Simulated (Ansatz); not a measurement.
CH$_{5}$Si$_{2}$ (charge +1)

Input

```
crystal:
  periodic: [false, false, false]
  atoms:
    - { symbol: Si, position_ang: [-1.35854, 0.68443, -1.38145] }
    - { symbol: C, position_ang: [0.18103, 0.31068, -0.67767] }
    - { symbol: Si, position_ang: [0.6394, -0.51006, 1.07278] }
    - { symbol: H, position_ang: [-2.67104, 0.98065, -1.91887] }
    - { symbol: H, position_ang: [1.04692, 0.52861, -1.30088] }
    - { symbol: H, position_ang: [-0.08724, 0.28437, 2.0597] }
    - { symbol: H, position_ang: [2.08995, -0.39153, 1.15321] }
    - { symbol: H, position_ang: [0.15952, -1.88714, 0.99318] }
total_charge: 1
basis:
  gaussian: { orbitals: def2-SVP }
hamiltonian:
  xc: pbe0
relax:
  f_tol: 0.015
  max_steps: 40
output:
  orbitals: {}
```

Launched as:

```sh
ansatz run input.yaml --threads 1 --pin off --max-ram 2048MiB --backend cpu --events-out ev --progress --plain --runs-dir out
```

The fields are those of the relaxed geometry.

The calculation used Ansatz 0.2.0, RKS PBE0/def2-SVP.

What will maps of the electron density and electron localisation function show?

Answer. C–Si (1.69 Å): ρ at the midpoint is about 1.1 e/Å³; the ELF peaks at about 0.85 between the atoms, as expected for a covalent bond.
Si–Si (2.46 Å): ρ at the midpoint is about 0.42 e/Å³; the ELF is about 0.35 at the midpoint.
C–H (1.09 Å): the density is about 1.9 e/Å³ at the midpoint; the ELF climbs to about 1 towards the hydrogen, as it does in any bond to H; a covalent bond by its length.
C–Si (1.83 Å): ρ is about 0.98 e/Å³ halfway; the ELF peaks at about 0.90 between the atoms (a covalent bond).

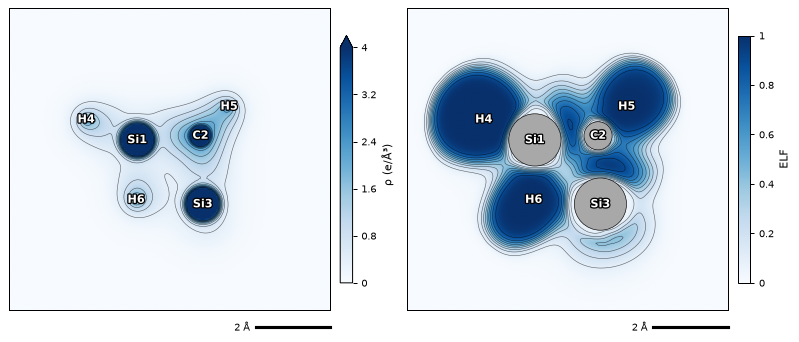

Computed electron density and electron localisation function on the plane of atoms C2, Si1 and H4, in this order. Grey discs cover the atomic cores in the ELF map. 
